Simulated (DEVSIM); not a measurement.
System: Co/SiO2/p-Ge capacitor, at 300 K.

| layer (left to right) | material | thickness (nm) | Na (cm⁻³) |
|---|---|---|---|
| 1 | SiO2 | 2.70 | - |
| 2 | Ge | 1800 | 1.1e17 |

Metal gate on the left, work function 5 eV. Fixed charge at the semiconductor interface 0 cm⁻² (in units of +e); no interface traps.

The device is made up for the run: typed textbook-type constants, with dimensions and the other settings drawn at random. Values at 300 K.

```
parameter      SiO2       Ge
-------------  ----  -------
gap (eV)          9    0.664
affinity (eV)   0.9        4
permittivity    3.9       16
Nc (cm⁻³)         -  1.04e19
Nv (cm⁻³)         -     6e18
```

DEVSIM, 1D Poisson equation in equilibrium, Boltzmann statistics, complete ionisation; no quantum confinement or tunnelling. Metal contacts follow the ideal Schottky-Mott rule: no Fermi-level pinning, no interface dipoles.

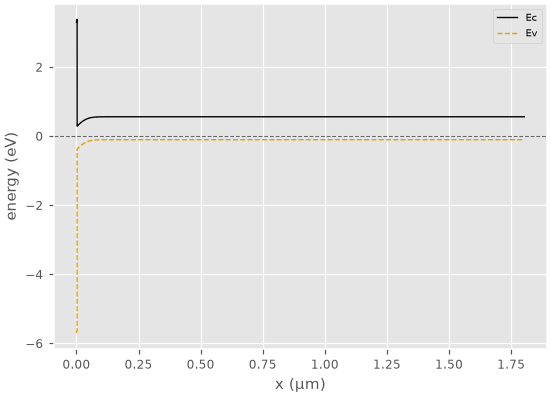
Band edges at 0.8 V on the gate

Energies count from the Fermi level of the right contact; mesh points crowd at the junctions.

```json
[
 {"x (μm)": "0.000", "Ec (eV)": "3.300", "Ev (eV)": "-5.700", "n (cm⁻³)": "< 1e2", "p (cm⁻³)": "< 1e2", "field (V/cm)": "320000"},
 {"x (μm)": "0.0008298", "Ec (eV)": "3.327", "Ev (eV)": "-5.673", "n (cm⁻³)": "< 1e2", "p (cm⁻³)": "< 1e2", "field (V/cm)": "320000"},
 {"x (μm)": "0.001705", "Ec (eV)": "3.355", "Ev (eV)": "-5.645", "n (cm⁻³)": "< 1e2", "p (cm⁻³)": "< 1e2", "field (V/cm)": "320000"},
 {"x (μm)": "0.002547", "Ec (eV)": "3.382", "Ev (eV)": "-5.618", "n (cm⁻³)": "< 1e2", "p (cm⁻³)": "< 1e2", "field (V/cm)": "320000"},
 {"x (μm)": "0.003985", "Ec (eV)": "0.297", "Ev (eV)": "-0.367", "n (cm⁻³)": "1.1e14", "p (cm⁻³)": "4.0e12", "field (V/cm)": "77000"},
 {"x (μm)": "0.006353", "Ec (eV)": "0.315", "Ev (eV)": "-0.349", "n (cm⁻³)": "5.4e13", "p (cm⁻³)": "8.1e12", "field (V/cm)": "74000"},
 {"x (μm)": "0.01102", "Ec (eV)": "0.348", "Ev (eV)": "-0.316", "n (cm⁻³)": "1.5e13", "p (cm⁻³)": "2.9e13", "field (V/cm)": "68000"},
 {"x (μm)": "0.02518", "Ec (eV)": "0.432", "Ev (eV)": "-0.232", "n (cm⁻³)": "5.8e11", "p (cm⁻³)": "7.6e14", "field (V/cm)": "51000"},
 {"x (μm)": "0.04807", "Ec (eV)": "0.516", "Ev (eV)": "-0.148", "n (cm⁻³)": "2.2e10", "p (cm⁻³)": "2.0e16", "field (V/cm)": "24000"},
 {"x (μm)": "0.09008", "Ec (eV)": "0.557", "Ev (eV)": "-0.107", "n (cm⁻³)": "4.5e9", "p (cm⁻³)": "9.7e16", "field (V/cm)": "2100"},
 {"x (μm)": "0.1758", "Ec (eV)": "0.561", "Ev (eV)": "-0.103", "n (cm⁻³)": "4.0e9", "p (cm⁻³)": "1.1e17", "field (V/cm)": "≈ 0"},
 {"x (μm)": "0.4363", "Ec (eV)": "0.561", "Ev (eV)": "-0.103", "n (cm⁻³)": "4.0e9", "p (cm⁻³)": "1.1e17", "field (V/cm)": "≈ 0"},
 {"x (μm)": "0.8572", "Ec (eV)": "0.561", "Ev (eV)": "-0.103", "n (cm⁻³)": "4.0e9", "p (cm⁻³)": "1.1e17", "field (V/cm)": "≈ 0"},
 {"x (μm)": "1.314", "Ec (eV)": "0.561", "Ev (eV)": "-0.103", "n (cm⁻³)": "4.0e9", "p (cm⁻³)": "1.1e17", "field (V/cm)": "≈ 0"},
 {"x (μm)": "1.601", "Ec (eV)": "0.561", "Ev (eV)": "-0.103", "n (cm⁻³)": "4.0e9", "p (cm⁻³)": "1.1e17", "field (V/cm)": "≈ 0"},
 {"x (μm)": "1.701", "Ec (eV)": "0.561", "Ev (eV)": "-0.103", "n (cm⁻³)": "4.0e9", "p (cm⁻³)": "1.1e17", "field (V/cm)": "≈ 0"},
 {"x (μm)": "1.751", "Ec (eV)": "0.561", "Ev (eV)": "-0.103", "n (cm⁻³)": "4.0e9", "p (cm⁻³)": "1.1e17", "field (V/cm)": "≈ 0"},
 {"x (μm)": "1.777", "Ec (eV)": "0.561", "Ev (eV)": "-0.103", "n (cm⁻³)": "4.0e9", "p (cm⁻³)": "1.1e17", "field (V/cm)": "≈ 0"},
 {"x (μm)": "1.793", "Ec (eV)": "0.561", "Ev (eV)": "-0.103", "n (cm⁻³)": "4.0e9", "p (cm⁻³)": "1.1e17", "field (V/cm)": "≈ 0"},
 {"x (μm)": "1.798", "Ec (eV)": "0.561", "Ev (eV)": "-0.103", "n (cm⁻³)": "4.0e9", "p (cm⁻³)": "1.1e17", "field (V/cm)": "≈ 0"},
 {"x (μm)": "1.801", "Ec (eV)": "0.561", "Ev (eV)": "-0.103", "n (cm⁻³)": "4.0e9", "p (cm⁻³)": "1.1e17", "field (V/cm)": "≈ 0"},
 {"x (μm)": "1.803", "Ec (eV)": "0.561", "Ev (eV)": "-0.103", "n (cm⁻³)": "4.0e9", "p (cm⁻³)": "1.1e17", "field (V/cm)": "≈ 0"}
]
```
